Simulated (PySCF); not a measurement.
The calculation's input:

```
{"job": {"kind": "nmr", "xc": "PBE0", "basis": "pcSseg-1"}, "charge": 0, "multiplicity": 1}
C     -1.298785     1.643999     0.217093
Si    -2.163950     0.007293    -0.211498
O     -1.303766    -1.319055     0.125293
B     -0.200032    -1.896094     0.589375
B      1.066037    -0.983138     1.235781
O      1.903201    -0.315061     0.449001
Si     2.389001     0.168461    -1.006899
H     -0.380266     1.766462    -0.352475
H     -1.030950     1.684667     1.270984
H     -1.931839     2.501236     0.006956
H     -3.379590    -0.165837     0.588901
H     -2.392274    -0.096102    -1.656233
H     -0.177946    -3.080920     0.487896
H      1.273463    -0.859881     2.400856
H      1.602201    -0.399542    -2.107828
H      3.781832    -0.268985    -1.077295
H      2.236667     1.624526    -0.969817
```

Command:

```sh
OMP_NUM_THREADS=1 python probes_run.py task.json out
```

Geometry: GFN2-xTB.

Method: PBE0/pcSseg-1, SCF density, gas phase, non-relativistic (PySCF).

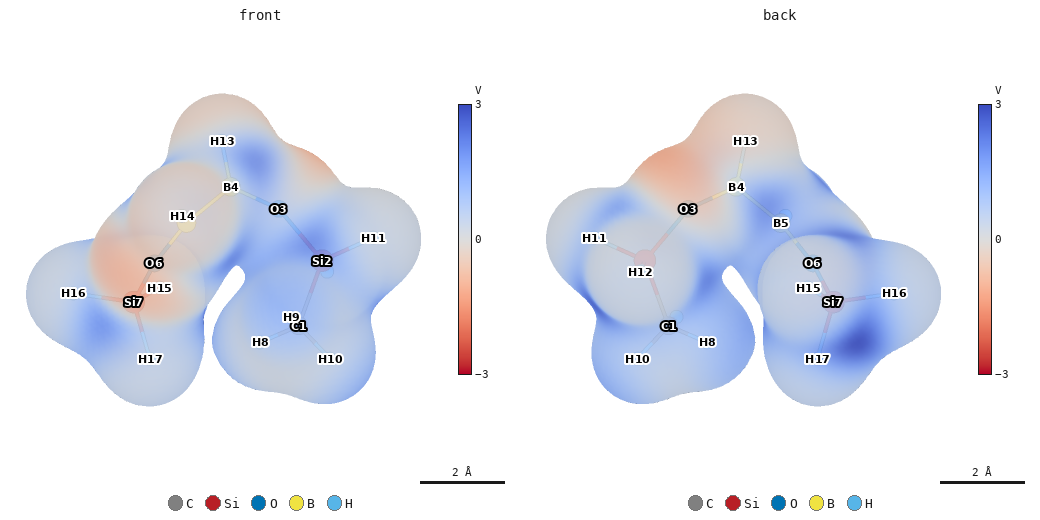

CH$_{10}$B$_{2}$O$_{2}$Si$_{2}$. The molecular electrostatic potential painted on the density surface at 0.004 e/bohr³, seen from the front and from behind; the colour scale runs from red (negative) to blue (positive).

Question: Describe the electrostatic potential map.

Answer: The most negative region (about −1.1 V) lies over O3, the most positive (about +2.5 V) over Si2 and Si7. O3 is the likeliest acceptor of a hydrogen bond.

Question: How polar is the molecule by this calculation?

Answer: Its dipole moment is 1.93 D.
